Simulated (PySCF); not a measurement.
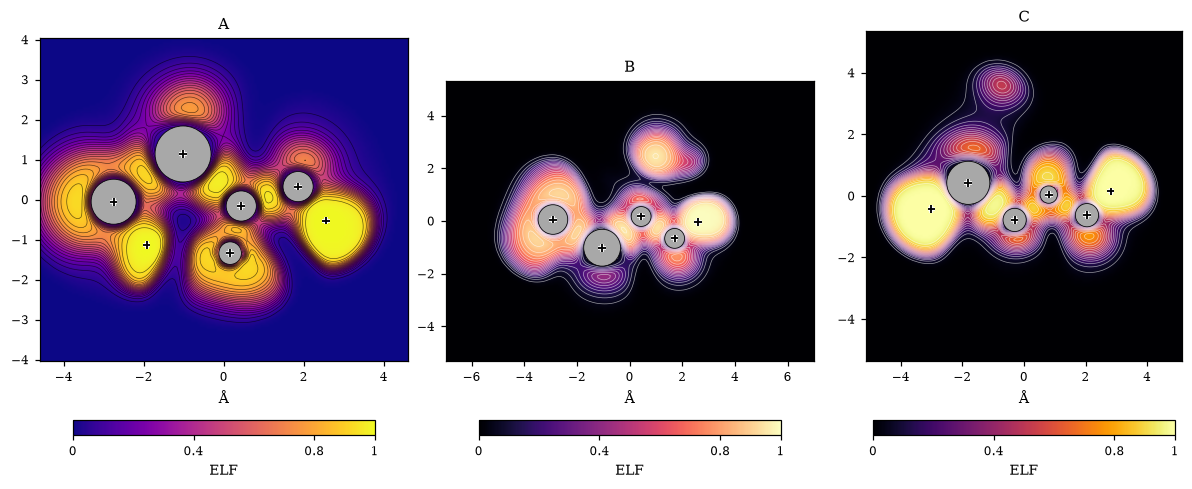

The ELF of 3 systems, each on a plane through atoms (crosses mark nuclei in the plane; grey discs cover the cores).

These are results of PBE0/pcSseg-1, SCF density, gas phase, non-relativistic (PySCF 2.14.0), not measurements.

System 1: C3H15NSSi3 (SMILES C[C@]([SiH3])(CN)[SiH2]S[SiH3]), the plane of atoms C2, Si6 and S7. Geometry: GFN2-xTB.

```yaml
atoms:
  - { symbol: C, position_ang: [-1.7544, 1.3265, 0.5756] }
  - { symbol: C, position_ang: [-0.7255, 0.2752, 0.1595] }
  - { symbol: Si, position_ang: [-0.1643, 0.5983, -1.6512] }
  - { symbol: C, position_ang: [-1.3773, -1.1028, 0.0605] }
  - { symbol: N, position_ang: [-1.9806, -1.1836, -1.2637] }
  - { symbol: Si, position_ang: [0.6711, 0.2796, 1.4426] }
  - { symbol: S, position_ang: [2.0704, -1.3193, 1.0948] }
  - { symbol: Si, position_ang: [3.6034, -0.4697, -0.1333] }
  - { symbol: H, position_ang: [-2.5941, 1.3534, -0.1175] }
  - { symbol: H, position_ang: [-1.3049, 2.3172, 0.5899] }
  - { symbol: H, position_ang: [-2.1456, 1.1226, 1.5735] }
  - { symbol: H, position_ang: [0.4904, -0.5664, -2.2309] }
  - { symbol: H, position_ang: [-1.2541, 1.1153, -2.4735] }
  - { symbol: H, position_ang: [0.8370, 1.6847, -1.5706] }
  - { symbol: H, position_ang: [-2.0932, -1.2777, 0.8783] }
  - { symbol: H, position_ang: [-0.6090, -1.8781, 0.1182] }
  - { symbol: H, position_ang: [-2.1602, -2.1419, -1.5426] }
  - { symbol: H, position_ang: [-2.8605, -0.6809, -1.2861] }
  - { symbol: H, position_ang: [1.3996, 1.5460, 1.4495] }
  - { symbol: H, position_ang: [0.1814, -0.0287, 2.7851] }
  - { symbol: H, position_ang: [3.1129, -0.3320, -1.4974] }
  - { symbol: H, position_ang: [3.9693, 0.8258, 0.4272] }
  - { symbol: H, position_ang: [4.6832, -1.4366, -0.0186] }
```

System 2: C2H6OSSi (SMILES CC(=O)[SiH2]S), the plane of atoms C2, C1 and H8. Geometry: PBE0-D3(BJ)/def2-SVP.

| atom | x (Å) | y (Å) | z (Å) |
| --- | --- | --- | --- |
| C | -1.6054 | -0.2444 | -0.2686 |
| C | -0.2548 | -0.4405 | 0.3583 |
| O | -0.0899 | -1.1576 | 1.3205 |
| Si | 1.2914 | 0.4921 | -0.3904 |
| S | 2.9230 | -0.3303 | 0.6958 |
| H | -1.8494 | 0.8292 | -0.3177 |
| H | -1.5809 | -0.6119 | -1.3079 |
| H | -2.3749 | -0.7842 | 0.3007 |
| H | 1.3683 | 0.2443 | -1.8615 |
| H | 1.0879 | 1.9595 | -0.1865 |
| H | 1.9994 | -0.9916 | 1.4539 |

System 3: C3H10F2OSi2, the plane of atoms O2, C3 and Si5. Geometry: GFN2-xTB.

```xyz
18

C    -2.0825    0.8212   -1.2497
O    -1.1583   -0.1607   -0.8177
C    -1.2331   -0.4835    0.5210
F    -2.4435   -1.1227    0.7867
Si    0.2477   -1.6804    0.8192
Si    2.1229   -0.6343   -0.0576
C     1.7840    1.2579   -0.1965
F     1.1437    1.6983    0.9504
H    -1.9358    1.7545   -0.6937
H    -1.8912    0.9831   -2.3084
H    -3.1104    0.4761   -1.1101
H    -1.2552    0.4143    1.1588
H     0.2620   -1.9589    2.2623
H    -0.1212   -2.9239    0.1365
H     2.5501   -1.0245   -1.4075
H     3.3050   -0.7720    0.8060
H     1.1181    1.4998   -1.0279
H     2.6892    1.8622   -0.2901
```

### Which map belongs to which system?

Panel A is system 2, C2H6OSSi: the plane holds C, O, Si, S and H. C–O (1.21 Å): the ELF peaks at about 0.85 between the atoms (a short, multiple covalent bond). Panel B is system 1, C3H15NSSi3: the plane holds C, Si, S and H. C–C (1.53 Å): the ELF peaks at about 0.95 between the atoms: a shared electron pair. Panel C is system 3, C3H10F2OSi2: the plane holds C, O, Si and H. C–O (1.38 Å): the ELF peaks at about 0.90 between the atoms: a shared but strongly polarised pair.
